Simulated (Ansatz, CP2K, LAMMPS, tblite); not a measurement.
# CP2K on liquid dimethyl carbonate at 320 K (84 atoms): settings against a plane-wave reference

Wanted: CP2K inputs and outputs for liquid dimethyl carbonate at 320 K (84 atoms), checked against a plane-wave reference.

Program: CP2K 2026.2. Level of theory: the method is named at each step. Results are calculated unless marked as measured.

## Step 1: The structure

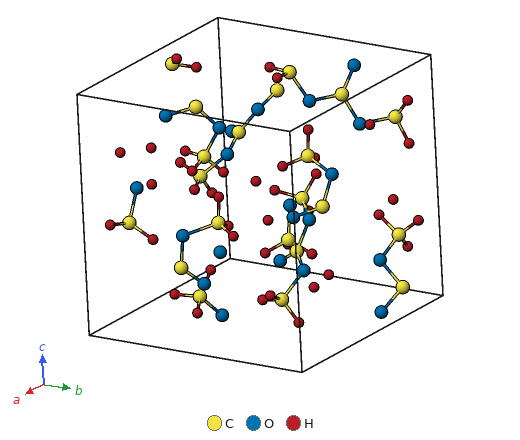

The cell as given, slightly off an axis (carbon yellow, oxygen blue, hydrogen red). Bonds to atoms that aren't drawn are left out. Some periodic images of atoms are drawn too.

The cell holds 84 atoms: 21 C, 21 O and 42 H. Cell: a = 9.928 Å, b = 9.928 Å, c = 9.928 Å, α = 90.0°, β = 90.0°, γ = 90.0°. 7 dimethyl carbonate placed at random, at 1.07 g/cm³; overlaps pushed apart, then 10 ps at 470 K with MMFF94 bonds, angles, torsions, charges and radii (Halgren, J. Comput. Chem. 17, 490 (1996)) in harmonic and 12-6 forms. Snapshot after 20 ps at 320 K and fixed volume.

The yardstick, on the same geometry:

```
method                                           : Kohn-Sham DFT, PBE, PAW, plane waves (Ansatz 0.2.0); cutoff 420 eV, Γ point, fermi-dirac smearing of 0.05 eV; PAW set soft_2
r.m.s. force component                           : 0.9718 eV/Å
longest force                                    : 3.688 eV/Å
pressure                                         : 1.203 GPa
gap (highest filled to lowest empty level) : 5.449 eV
SCF cycles                                       : 10
time                                             : 8.8 s on 4 threads of Arm Neoverse V1, shared host
CPU time                                         : 31 s
```

## Step 2: PBE, DZVP-MOLOPT-SR, 600/50 Ry, OT DIIS

Method: Kohn-Sham DFT, PBE, GTH-PBE pseudopotentials, Gaussian and plane waves, DZVP-MOLOPT-SR-GTH, orbital transformation.

File input.inp:

```
&GLOBAL
  PROJECT cell
  RUN_TYPE ENERGY_FORCE
  PRINT_LEVEL LOW
&END GLOBAL
&FORCE_EVAL
  METHOD QS
  STRESS_TENSOR ANALYTICAL
  &DFT
    BASIS_SET_FILE_NAME BASIS_MOLOPT
    POTENTIAL_FILE_NAME GTH_POTENTIALS
    &MGRID
      CUTOFF 600
      REL_CUTOFF 50
      NGRIDS 5
    &END MGRID
    &QS
      EPS_DEFAULT 1.0E-12
    &END QS
    &SCF
      SCF_GUESS ATOMIC
      EPS_SCF 1.0E-06
      MAX_SCF 30
      &OT
        MINIMIZER DIIS
        PRECONDITIONER FULL_ALL
        ENERGY_GAP 0.001
      &END OT
      &OUTER_SCF
        EPS_SCF 1.0E-06
        MAX_SCF 8
      &END OUTER_SCF
      &PRINT
        &RESTART OFF
        &END RESTART
      &END PRINT
    &END SCF
    &XC
      &XC_FUNCTIONAL PBE
      &END XC_FUNCTIONAL
    &END XC
    &PRINT
      &MULLIKEN ON
      &END MULLIKEN
      &HIRSHFELD ON
        SHAPE_FUNCTION DENSITY
      &END HIRSHFELD
      &MO_CUBES
        NHOMO 1
        NLUMO 4
        WRITE_CUBE F
      &END MO_CUBES
    &END PRINT
  &END DFT
  &SUBSYS
    &CELL
      A 9.92798 0.00000 0.00000
      B 0.00000 9.92798 0.00000
      C 0.00000 0.00000 9.92798
    &END CELL
    &COORD
      C 0.97890 3.45067 1.61230
      O 0.71829 3.43578 2.94960
      C 9.58020 4.24957 3.32587
      O 8.87968 4.81696 2.53054
      O 9.57296 4.40266 4.66843
      C 8.68559 5.49335 5.08332
      H 0.86334 4.45161 1.14857
      H 1.89555 2.96082 1.28776
      H 0.18704 2.88378 1.09257
      H 7.73648 5.29737 4.62445
      H 9.08847 6.44822 4.80951
      H 8.58284 5.50636 6.12040
      C 0.15100 8.22434 7.15301
      O 1.32965 7.34015 7.10069
      C 1.51561 6.68878 8.28063
      O 0.83643 6.87175 9.28306
      O 2.70220 5.96513 8.27170
      C 3.08522 5.35843 9.48628
      H 9.14605 7.67800 7.27900
      H 0.27302 8.91989 7.97525
      H 0.03256 8.71498 6.09528
      H 2.46790 5.57258 0.46036
      H 4.12736 5.48302 9.60602
      H 2.80317 4.24411 9.43257
      C 7.25130 0.32067 3.83041
      O 6.42350 0.18645 4.98126
      C 6.50283 8.93766 5.58846
      O 7.26033 8.05924 5.25359
      O 5.57397 8.81942 6.60687
      C 5.29519 7.54229 7.07517
      H 8.35092 0.17414 4.07295
      H 7.08064 9.46494 3.04819
      H 7.19967 1.36093 3.28636
      H 4.38886 7.23849 6.66197
      H 5.15163 7.51558 8.10689
      H 6.14165 6.90551 6.82102
      C 3.32756 5.81512 4.43731
      O 4.31212 6.77406 4.01716
      C 4.79551 6.44246 2.81845
      O 4.48427 5.43100 2.17075
      O 5.73212 7.37262 2.46770
      C 6.70804 6.94462 1.51153
      H 2.59239 5.58826 3.65330
      H 3.83746 4.89400 4.79025
      H 2.86392 6.21799 5.35833
      H 6.61333 7.62191 0.64145
      H 6.51315 5.90050 1.27982
      H 7.65070 7.05562 1.99453
      C 3.57586 0.19767 9.19361
      O 3.25846 9.22885 0.25287
      C 2.12637 9.51408 0.96381
      O 1.34643 0.47426 0.76545
      O 2.12250 8.51026 1.92623
      C 0.84735 8.57827 2.57442
      H 2.75184 0.75741 8.87452
      H 4.20728 0.85033 9.70420
[... 24 atom lines left out ...]
      H 3.05752 9.91527 4.93351
      H 9.87904 3.32865 8.22146
      H 9.69567 1.73859 7.72635
      H 9.37162 2.92488 6.49518
    &END COORD
    &KIND C
      BASIS_SET DZVP-MOLOPT-SR-GTH-q4
      POTENTIAL GTH-PBE-q4
    &END KIND
    &KIND O
      BASIS_SET DZVP-MOLOPT-SR-GTH-q6
      POTENTIAL GTH-PBE-q6
    &END KIND
    &KIND H
      BASIS_SET DZVP-MOLOPT-SR-GTH-q1
      POTENTIAL GTH-PBE-q1
    &END KIND
  &END SUBSYS
  &PRINT
    &FORCES ON
    &END FORCES
    &STRESS_TENSOR ON
    &END STRESS_TENSOR
  &END PRINT
&END FORCE_EVAL
```

The run is started by

```console
OMP_NUM_THREADS=1 mpirun -np 4 cp2k.psmp -i input.inp > output.txt
```

Numbers of over 12 decimals in the logs are rounded to 6 here.

What it wrote:

```text
CP2K| version string:                                       CP2K version 2026.2
 CP2K| Input file name                                                 input.inp
 GLOBAL| Basis set file name                                        BASIS_MOLOPT
 GLOBAL| Potential file name                                      GTH_POTENTIALS
 GLOBAL| Run type                                                   ENERGY_FORCE
 GLOBAL| Total number of message passing processes                             4
 GLOBAL| Number of threads for this process                                    1
 TOTAL NUMBERS AND MAXIMUM NUMBERS
  Total number of            - Atomic kinds:                                   3
                             - Atoms:                                         84
                             - Shell sets:                                    84
                             - Shells:                                       336
                             - Primitive Cartesian functions:                420
                             - Cartesian basis functions:                    798
                             - Spherical basis functions:                    756
  Maximum angular momentum of- Orbital basis functions:                        2
                             - Local part of the GTH pseudopotential:          2
                             - Non-local part of the GTH pseudopotential:      0
 SCF PARAMETERS         Density guess:                                    ATOMIC
                        max_scf:                                              30
                        eps_scf:                                        1.00E-06
                        Outer loop SCF in use
                        eps_scf                                         1.00E-06
                        max_scf                                                8
 Extrapolation method: initial_guess
 Number of electrons:                                                        252
[... lines left out ...]
  Step     Update method      Time    Convergence         Total energy    Change
[... lines left out ...]
  Total energy:                                              -480.834306
[... lines left out ...]
                                         using   7 DIIS vectors
                                         safer DIIS on
  Preconditioner : FULL_ALL            : diagonalization, state selective
  Precond_solver : DEFAULT
  stepsize       :    0.15000000                  energy_gap     :    0.00100000
  eps_taylor     :   0.10000E-15                  max_taylor     :             4
  ----------------------------------- OT ---------------------------------------
  Step     Update method      Time    Convergence         Total energy    Change
[...]
5 OT DIIS     0.15E+00    2.9     0.00000194      -480.8347548923 -1.96E-07
     6 OT DIIS     0.15E+00    3.0     0.00000054      -480.8347549058 -1.36E-08
  *** SCF run converged in     6 steps ***
  Electronic density on regular grids:       -252.0000000000        0.0000000000
  Core density on regular grids:              251.9999999999       -0.0000000001
  Total charge density on r-space grids:       -0.0000000001
  Total charge density g-space grids:          -0.0000000001
  Overlap energy of the core charge distribution:               2.03217e-05
  Self energy of the core charge distribution:              -1211.325421
  Core Hamiltonian energy:                                    358.997341
  Hartree energy:                                             496.967928
  Exchange-correlation energy:                               -125.474623
  Total energy:                                              -480.834755
  outer SCF iter =    2 RMS gradient =   0.54E-06 energy =       -480.8347549058
  outer SCF loop converged in   2 iterations or   36 steps
 !-----------------------------------------------------------------------------!
                     Mulliken Population Analysis
 #  Atom  Element  Kind  Atomic population                           Net charge
       1     C        1          4.142120                             -0.142120
       2     O        2          6.112454                             -0.112454
       3     C        1          3.734397                              0.265603
[...]
83     H        3          0.928352                              0.071648
      84     H        3          0.916151                              0.083849
 # Total charge                            252.000000                  0.000000
 !-----------------------------------------------------------------------------!
 !-----------------------------------------------------------------------------!
                           Hirshfeld Charges
  #Atom  Element  Kind  Ref Charge     Population                    Net charge
      1       C      1       4.000          4.059                        -0.059
      2       O      2       6.000          6.091                        -0.091
      3       C      1       4.000          3.747                         0.253
[...]
83       H      3       1.000          0.971                         0.029
     84       H      3       1.000          0.974                         0.026
  Total Charge                                                           -0.000
 !-----------------------------------------------------------------------------!
  Eigenvalues of the occupied subspace spin            1
      -0.91429800     -0.90706328     -0.90624766     -0.90232335
      -0.90134568     -0.89675542     -0.88517028     -0.83868350
      -0.83173990     -0.82325492     -0.82216449     -0.82151451
[...]
-0.09709325     -0.09566422     -0.09365877     -0.09294906
      -0.08914405     -0.08594568
 Fermi Energy [eV] :   -2.338701
  Using OT eigensolver for additional unoccupied orbitals spin            1
  Lowest Eigenvalues of the unoccupied subspace spin            1
 OT| Eigensolver reached convergence in 277 iterations
       0.12337724      0.12533936      0.13197573      0.13469292
 HOMO - LUMO gap [eV] :    5.695966
 ENERGY| Total FORCE_EVAL ( QS ) energy [hartree]           -480.834755
 FORCES| Atomic forces [hartree/bohr]
 FORCES|   Atom     x               y               z               |f|
 FORCES|      1 -2.60159062E-02  1.56171386E-03 -7.41563027E-02   7.86029488E-02
 FORCES|      2 -1.10588840E-02  1.11775560E-02  6.95178101E-02   7.12738563E-02
 FORCES|      3  4.07456743E-02 -9.25348352E-03  3.28827109E-03   4.19124046E-02
[...]
FORCES|     83 -1.02632452E-02 -3.28311945E-02  9.23260070E-03   3.56154805E-02
 FORCES|     84  6.15203146E-03  3.05581864E-03  1.46134102E-02   1.61473613E-02
 FORCES| Sum     2.10403007E-03  2.00730905E-03 -1.69519826E-03
 FORCES| Total atomic force                                       3.36599603E-03
 STRESS| Analytical stress tensor [bar]
 STRESS|                        x                   y                   z
 STRESS|      x        2.47380289145E+04   1.12093345325E+03  -2.17526583069E+03
 STRESS|      y        1.12093345325E+03   1.43499415213E+04  -9.50142817407E+02
 STRESS|      z       -2.17526583069E+03  -9.50142817407E+02   1.92133860177E+04
 STRESS| 1/3 Trace                                             1.94337854845E+04
```

Elapsed: 2 min, on 4 MPI ranks of Arm Neoverse V1, shared host; peak memory 2.3 GiB.

Banners, paths, timers and routine set-up lines are dropped from the logs unmarked, and long logs keep their key lines alone; longer cuts are marked.

Compared with the plane-wave run:

| Quantity | Value |
| --- | --- |
| r.m.s. force component | 1.018 eV/Å |
| r.m.s. difference of force components | 135.5 meV/Å |
| longest difference of force vectors | 632.6 meV/Å |
| force difference over r.m.s. force | 13.95 % |
| slope of forces against the reference's | 1.039 |
| correlation of force components | 0.9918 |
| gap (highest filled to lowest empty level) | 5.696 eV |
| gap difference | 0.2466 eV |
| pressure | 1.943 GPa |
| pressure difference | 0.7403 GPa |

Length of the force difference by element (eV/Å):

| element | atoms | mean | most |
| --- | --- | --- | --- |
| C | 21 | 0.24 | 0.38 |
| H | 42 | 0.039 | 0.082 |
| O | 21 | 0.38 | 0.63 |

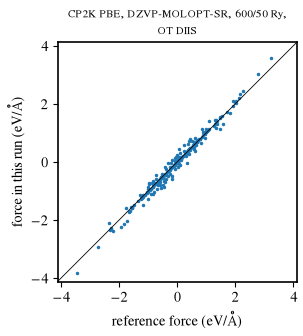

Force components against those of the reference; the line marks equality.

A closer look about C1, which bears the longest force: 9 atoms, nearest first, numbered in the order of the input, with positions taken from that point.

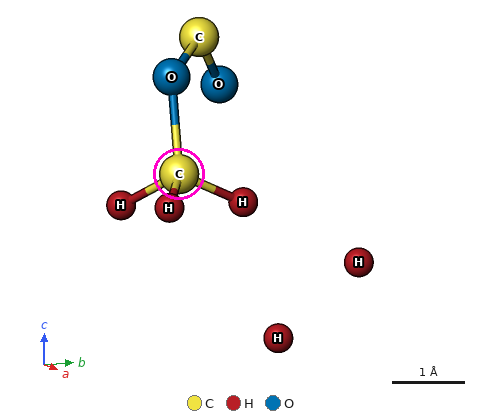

The atoms of the table, within 2.9 Å (arrows a, b, c point along x, y, z); some may hide others; the central atom is ringed.

| atom | x | y | z | distance (Å) | bonds | Hirshfeld charge (e) | Fx | Fy | Fz (eV/Å) |
| --- | --- | --- | --- | --- | --- | --- | --- | --- | --- |
| C1 | 0.00 | 0.00 | 0.00 | 0.00 | 4 | -0.06 | -1.34 | 0.08 | -3.81 |
| H8 | 0.92 | -0.49 | -0.32 | 1.09 | 1 | 0.05 | 0.43 | 0.07 | 0.78 |
| H9 | -0.79 | -0.57 | -0.52 | 1.10 | 1 | 0.03 | 0.06 | -0.20 | -0.10 |
| H7 | -0.12 | 1.00 | -0.46 | 1.11 | 1 | 0.04 | 0.45 | -0.10 | 0.43 |
| O2 | -0.26 | -0.01 | 1.34 | 1.36 | 2 | -0.09 | -0.57 | 0.57 | 3.57 |
| C3 | -1.33 | 0.80 | 1.71 | 2.31 | 3 | 0.25 | 2.10 | -0.48 | 0.17 |
| O4 | -2.03 | 1.37 | 0.92 | 2.61 | 1 | -0.19 | -0.91 | 0.73 | -0.57 |
| H22 | 1.49 | 2.12 | -1.15 | 2.84 | 1 | 0.03 | 0.61 | 1.11 | -0.65 |
| H24 | 1.82 | 0.79 | -2.11 | 2.90 | 1 | 0.04 | 0.93 | 1.05 | -0.45 |

Forces lie 14 % from the reference's, at 15 times its CPU time.

## Step 3: GFN1-xTB, OT DIIS

Method: GFN1-xTB tight binding (the program's own implementation), orbital transformation.

File input.inp:

```
&GLOBAL
  PROJECT cell
  RUN_TYPE ENERGY_FORCE
  PRINT_LEVEL LOW
&END GLOBAL
&FORCE_EVAL
  METHOD QS
  STRESS_TENSOR ANALYTICAL
  &DFT
    &QS
      METHOD XTB
      &XTB
        GFN_TYPE 1
        DO_EWALD T
        CHECK_ATOMIC_CHARGES F
      &END XTB
    &END QS
    &SCF
      SCF_GUESS ATOMIC
      EPS_SCF 1.0E-06
      MAX_SCF 30
      &OT
        MINIMIZER DIIS
        PRECONDITIONER FULL_SINGLE_INVERSE
      &END OT
      &OUTER_SCF
        EPS_SCF 1.0E-06
        MAX_SCF 8
      &END OUTER_SCF
      &PRINT
        &RESTART OFF
        &END RESTART
      &END PRINT
    &END SCF
    &PRINT
      &MULLIKEN ON
      &END MULLIKEN
      &MO_CUBES
        NHOMO 1
        NLUMO 4
        WRITE_CUBE F
      &END MO_CUBES
    &END PRINT
  &END DFT
  &SUBSYS
    &CELL
      A 9.92798 0.00000 0.00000
      B 0.00000 9.92798 0.00000
      C 0.00000 0.00000 9.92798
    &END CELL
    &TOPOLOGY
      COORD_FILE_NAME structure.xyz
      COORD_FILE_FORMAT XYZ
    &END TOPOLOGY
  &END SUBSYS
  &PRINT
    &FORCES ON
    &END FORCES
    &STRESS_TENSOR ON
    &END STRESS_TENSOR
  &END PRINT
&END FORCE_EVAL
```

File structure.xyz:

```xyz
84

C 0.97890 3.45067 1.61230
O 0.71829 3.43578 2.94960
C 9.58020 4.24957 3.32587
O 8.87968 4.81696 2.53054
O 9.57296 4.40266 4.66843
C 8.68559 5.49335 5.08332
H 0.86334 4.45161 1.14857
H 1.89555 2.96082 1.28776
H 0.18704 2.88378 1.09257
H 7.73648 5.29737 4.62445
H 9.08847 6.44822 4.80951
H 8.58284 5.50636 6.12040
C 0.15100 8.22434 7.15301
O 1.32965 7.34015 7.10069
C 1.51561 6.68878 8.28063
O 0.83643 6.87175 9.28306
O 2.70220 5.96513 8.27170
C 3.08522 5.35843 9.48628
H 9.14605 7.67800 7.27900
H 0.27302 8.91989 7.97525
[... 60 atom lines left out ...]
H 3.05752 9.91527 4.93351
H 9.87904 3.32865 8.22146
H 9.69567 1.73859 7.72635
H 9.37162 2.92488 6.49518
```

The run is started by

```console
OMP_NUM_THREADS=1 cp2k.psmp -i input.inp > output.txt
```

What it wrote:

```text
CP2K| version string:                                       CP2K version 2026.2
 CP2K| Input file name                                                 input.inp
 GLOBAL| Basis set file name                                           BASIS_SET
 GLOBAL| Potential file name                                           POTENTIAL
[... lines left out ...]
 Number of electrons:                                                        252
[... lines left out ...]
  Step     Update method      Time    Convergence         Total energy    Change
[... lines left out ...]
  *** SCF run converged in    20 steps ***
[... lines left out ...]
  Total energy:                                              -165.926514
[... lines left out ...]
  outer SCF loop converged in   1 iterations or   20 steps
[... lines left out ...]
 Fermi Energy [eV] :  -12.215007
 ENERGY| Total FORCE_EVAL ( QS ) energy [hartree]           -165.926514
[... lines left out ...]
 FORCES|      1 -2.12967241E-02 -4.03166987E-03 -6.38046912E-02   6.73857807E-02
 FORCES|      2 -2.71188903E-02  2.38678205E-02  5.30087046E-02   6.41484982E-02
 FORCES|      3  4.17056771E-02 -1.00578814E-02  6.91995255E-03   4.34558422E-02
[...]
FORCES|     83 -8.97646391E-03 -3.34537575E-02  8.09172908E-03   3.55697467E-02
 FORCES|     84  6.91068342E-03  3.06398184E-03  1.44301580E-02   1.62903343E-02
 FORCES| Sum     9.13158438E-15  9.38832345E-15  3.32893435E-15
 FORCES| Total atomic force                                       1.35132622E-14
 STRESS| Analytical stress tensor [bar]
 STRESS|                        x                   y                   z
 STRESS|      x       -1.18974878102E+04   1.09950031147E+04   1.09759239202E+03
 STRESS|      y        1.09950031147E+04  -2.08317326742E+04  -3.71349727219E+03
 STRESS|      z        1.09759239202E+03  -3.71349727219E+03  -1.49544077500E+04
 STRESS| 1/3 Trace                                            -1.58945427448E+04
```

Wall time 3.1 s (1 thread); peak memory 0.27 GiB.

Compared with the plane-wave run:

```yaml
r_m_s_force_component: 1.037 eV/Å
r_m_s_difference_of_force_components: 349.4 meV/Å
longest_difference_of_force_vectors: 1407 meV/Å
force_difference_over_r_m_s_force: 35.95 %
slope_of_forces_against_the_reference_s: 1.004
correlation_of_force_components: 0.9415
pressure: -1.589 GPa
pressure_difference: -2.793 GPa
```

Against the first run (14 %), the force difference from the reference is 36 %, at 0.0066 times the CPU time (on 1 against 4 cores) (20 SCF steps against 36); the model has changed, so this is no error of the program alone.

The difference per atom is largest on O (1.1 eV/Å on average, against 0.33 on C).

(Continued in part 2 of 3.)

[Also dropped from logs without a mark: logging warnings of Python, and SIESTA's first energy breakdown and zero terms.]

[Logs are printed without paths, hosts, clocks, repeated set-up lines and the standing remarks that a program may print on its own settings, such as how far it seeks lower states.]

[Hosts, paths, dates, database ids (printed as entryN), source tags and the programs' standing remarks are cut or masked in the printed files.]

[The MMFF94 radii named for the starting cell were scaled by 0.96; in molecules described by MMFF94, hydrogen bound to N, O or S took a small fixed 12-6 site in their place.]
